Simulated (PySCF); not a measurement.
## Two runs on C$_{6}$H$_{16}$Si

System: C$_{6}$H$_{16}$Si (SiHMe2(tBu)).
Method of run A: GIAO B3LYP/pcSseg-1 NMR shielding, non-relativistic, gas phase (PySCF 2.14.0).

The geometry comes from this level: PBE0-D3(BJ)/def2-SVP. Text and figures count atoms from 1; the logs count them from 0 in places.

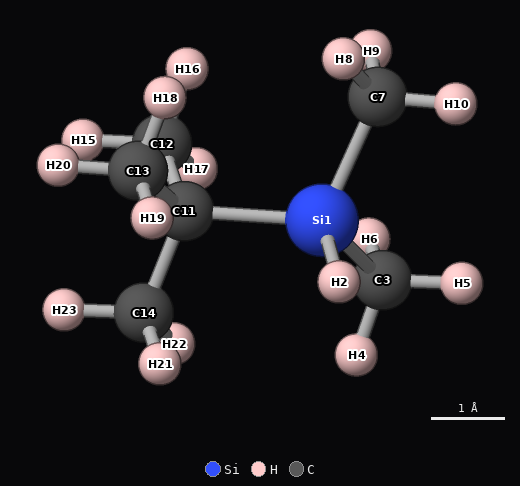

Figure 1. The structure as given in the input (ball-and-stick view, seen at a tilt; atoms are numbered from 1 in the order of the input).

Input, run A:
```
{"job": {"kind": "nmr", "xc": "B3LYP", "basis": "pcSseg-1", "pop": false}, "charge": 0, "multiplicity": 1}
Si     0.497726     0.812600     0.617894
H      0.555972     0.729361     2.117216
C      2.257306     0.871597    -0.052239
H      2.851257     0.006528     0.279027
H      2.768673     1.783247     0.294978
H      2.260770     0.886970    -1.153880
C     -0.411299     2.389698     0.133494
H     -1.452446     2.385565     0.490879
H     -0.426308     2.520030    -0.960240
H      0.087371     3.270176     0.568279
C     -0.428484    -0.742142    -0.004029
C     -0.602313    -0.671688    -1.523609
C     -1.801093    -0.810638     0.670253
C      0.383440    -1.986766     0.365102
H     -1.097604    -1.584991    -1.899629
H     -1.224365     0.185693    -1.826851
H      0.363920    -0.587579    -2.047239
H     -2.423918     0.066360     0.430438
H     -1.714851    -0.870188     1.767212
H     -2.355367    -1.704946     0.332500
H      0.545901    -2.060923     1.452998
H      1.370907    -1.995997    -0.123025
H     -0.147934    -2.902315     0.048702
```

The first line tells a small driver script what to run in PySCF; the rest is the geometry in Å.

Command:
```bash
OMP_NUM_THREADS=2 python <driver script> task.json out
```

Hardware: 2 CPU threads, shared host.

Output (run A):
```
coarse grid: 18064 points
cycle   1  E = -527.6221962254  dE =  1.699e-01  |g| = 6.374e-01  |ddm| = 3.973e+00
cycle   2  E = -527.5613766245  dE =  6.082e-02  |g| = 7.934e-01  |ddm| = 1.241e+00
cycle   3  E = -527.7291991154  dE = -1.678e-01  |g| = 5.659e-02  |ddm| = 7.617e-01
cycle   4  E = -527.7297991540  dE = -6.000e-04  |g| = 3.009e-02  |ddm| = 9.077e-02
cycle   5  E = -527.7300169570  dE = -2.178e-04  |g| = 5.468e-03  |ddm| = 3.071e-02
cycle   6  E = -527.7300247255  dE = -7.769e-06  |g| = 1.103e-03  |ddm| = 7.462e-03
final grid: 165128 points
cycle   7  E = -527.7842571169  dE = -4.685e-05  |g| = 7.962e-03  |ddm| = 3.608e-02
cycle   8  E = -527.7842464567  dE =  1.066e-05  |g| = 1.016e-02  |ddm| = 1.583e-02
cycle   9  E = -527.7842735473  dE = -2.709e-05  |g| = 6.259e-04  |ddm| = 9.427e-03
cycle  10  E = -527.7842736206  dE = -7.331e-08  |g| = 2.522e-04  |ddm| = 8.122e-04
cycle  11  E = -527.7842736357  dE = -1.511e-08  |g| = 4.142e-05  |ddm| = 2.288e-04
cycle  12  E = -527.7842736360  dE = -3.374e-10  |g| = 1.532e-05  |ddm| = 5.585e-05
converged SCF energy = -527.7842736360

GIAO shielding tensors (ppm)
atom      isotropic    diamagn.    paramagn.     s11        s22        s33       span
  0 Si     338.768     882.730    -543.962    309.998    332.237    374.068     64.070
  1 H       27.534      31.937      -4.403     24.843     25.788     31.970      7.127
  2 C      185.747     253.925     -68.178    182.872    184.816    189.554      6.683
  3 H       31.182      31.716      -0.534     26.001     29.858     37.687     11.686
  4 H       31.391      29.771       1.620     26.729     28.636     38.808     12.080
  5 H       31.363      32.526      -1.164     27.117     30.125     36.846      9.729
  6 C      185.694     253.948     -68.253    182.895    184.993    189.195      6.300
  7 H       31.178      31.897      -0.719     25.931     30.019     37.584     11.654
  8 H       31.396      32.404      -1.008     27.266     29.992     36.931      9.665
  9 H       31.367      29.734       1.633     26.794     28.431     38.876     12.082
 10 C      160.754     248.895     -88.141    155.025    162.850    164.388      9.363
 11 C      152.755     248.601     -95.847    138.385    139.922    179.957     41.573
 12 C      150.034     247.409     -97.374    133.661    136.381    180.062     46.401
 13 C      150.061     247.662     -97.601    133.860    137.021    179.302     45.442
 14 H       30.681      31.717      -1.036     27.217     28.178     36.647      9.430
 15 H       30.495      33.013      -2.518     26.066     29.356     36.062      9.996
 16 H       30.433      33.022      -2.588     25.920     29.396     35.984     10.063
 17 H       30.312      32.239      -1.927     25.555     29.448     35.933     10.378
 18 H       30.377      31.458      -1.082     26.602     27.836     36.692     10.090
 19 H       30.604      31.081      -0.477     27.117     28.044     36.650      9.533
 20 H       30.374      31.585      -1.210     26.596     27.881     36.646     10.050
 21 H       30.351      32.459      -2.108     25.619     29.578     35.855     10.235
 22 H       30.628      31.203      -0.574     27.106     28.109     36.671      9.565
```

For run B the input was changed thus:
```diff
-"xc": "B3LYP"
+"xc": "PBE0"
-"pop": false
```

What does this change do to the results?

The total energies belong to different methods, so their difference says nothing on which is more stable or more accurate. The HOMO goes from −7.34 to −7.52 eV. The LUMO goes from 0.82 to 1.13 eV. Of all shieldings, the largest change is that of Si1, by +14.9 ppm. The functional changes from B3LYP to PBE0. The number of SCF iterations is the same.

Output (run B):
```
coarse grid: 18064 points
cycle   1  E = -527.2057766029  dE =  1.990e-01  |g| = 5.478e-01  |ddm| = 3.947e+00
cycle   2  E = -527.1812750600  dE =  2.450e-02  |g| = 6.299e-01  |ddm| = 1.023e+00
cycle   3  E = -527.2858252860  dE = -1.046e-01  |g| = 4.463e-02  |ddm| = 5.870e-01
cycle   4  E = -527.2861706095  dE = -3.453e-04  |g| = 2.498e-02  |ddm| = 7.058e-02
cycle   5  E = -527.2863217925  dE = -1.512e-04  |g| = 4.105e-03  |ddm| = 2.571e-02
cycle   6  E = -527.2863260761  dE = -4.284e-06  |g| = 7.662e-04  |ddm| = 5.531e-03
final grid: 165128 points
cycle   7  E = -527.3288784465  dE = -4.947e-05  |g| = 1.012e-02  |ddm| = 3.678e-02
cycle   8  E = -527.3288667649  dE =  1.168e-05  |g| = 1.217e-02  |ddm| = 1.927e-02
cycle   9  E = -527.3289052131  dE = -3.845e-05  |g| = 7.697e-04  |ddm| = 1.095e-02
cycle  10  E = -527.3289053344  dE = -1.213e-07  |g| = 2.880e-04  |ddm| = 1.018e-03
cycle  11  E = -527.3289053544  dE = -1.999e-08  |g| = 3.719e-05  |ddm| = 2.586e-04
cycle  12  E = -527.3289053547  dE = -2.970e-10  |g| = 1.472e-05  |ddm| = 5.988e-05
converged SCF energy = -527.3289053547

GIAO shielding tensors (ppm)
atom      isotropic    diamagn.    paramagn.     s11        s22        s33       span
  0 Si     353.625     882.681    -529.056    324.699    347.365    388.810     64.111
  1 H       27.326      31.650      -4.324     24.551     25.537     31.892      7.341
  2 C      190.977     255.277     -64.300    187.974    190.125    194.831      6.858
  3 H       31.075      31.562      -0.488     25.670     29.616     37.939     12.269
  4 H       31.267      29.750       1.517     26.372     28.355     39.073     12.701
  5 H       31.255      32.302      -1.047     26.793     29.908     37.065     10.272
  6 C      190.926     255.296     -64.370    188.002    190.313    194.463      6.461
  7 H       31.072      31.729      -0.657     25.597     29.784     37.835     12.238
  8 H       31.286      32.195      -0.910     26.939     29.770     37.148     10.209
  9 H       31.243      29.714       1.530     26.437     28.150     39.143     12.706
 10 C      167.726     248.972     -81.246    161.741    169.972    171.465      9.724
 11 C      158.561     249.408     -90.847    144.610    146.209    184.863     40.253
 12 C      155.892     248.277     -92.385    140.073    142.642    184.961     44.887
 13 C      155.931     248.535     -92.604    140.392    143.156    184.244     43.852
 14 H       30.566      31.800      -1.234     26.876     27.964     36.858      9.982
 15 H       30.401      32.773      -2.372     25.775     29.169     36.260     10.485
 16 H       30.343      32.753      -2.411     25.629     29.222     36.177     10.549
 17 H       30.215      32.014      -1.799     25.252     29.276     36.116     10.864
 18 H       30.276      31.355      -1.078     26.297     27.637     36.895     10.598
 19 H       30.489      31.191      -0.703     26.772     27.838     36.856     10.084
 20 H       30.273      31.472      -1.199     26.298     27.675     36.846     10.548
 21 H       30.252      32.227      -1.975     25.322     29.398     36.036     10.714
 22 H       30.514      31.313      -0.798     26.761     27.903     36.879     10.118
```

The two runs side by side:

| quantity | run A | run B |
| --- | --- | --- |
| outcome | converged | converged |
| total energy (hartree) | −527.784274 | −527.328905 |
| HOMO (eV) | −7.34 | −7.52 |
| LUMO (eV) | 0.82 | 1.13 |
| dipole moment (D) | 0.51 | 0.52 |
| shielding of Si1 (ppm) | 338.8 | 353.6 |
| shielding of C3 (ppm) | 185.7 | 191.0 |
| shielding of C7 (ppm) | 185.7 | 190.9 |
| shielding of C11 (ppm) | 160.8 | 167.7 |
| shielding of C12 (ppm) | 152.8 | 158.6 |
| shielding of C13 (ppm) | 150.0 | 155.9 |
| shielding of C14 (ppm) | 150.1 | 155.9 |
| SCF iterations | 12 | 12 |
| basis functions | 206 | 206 |
| wall time (shared host) | 14 s | 20 s |
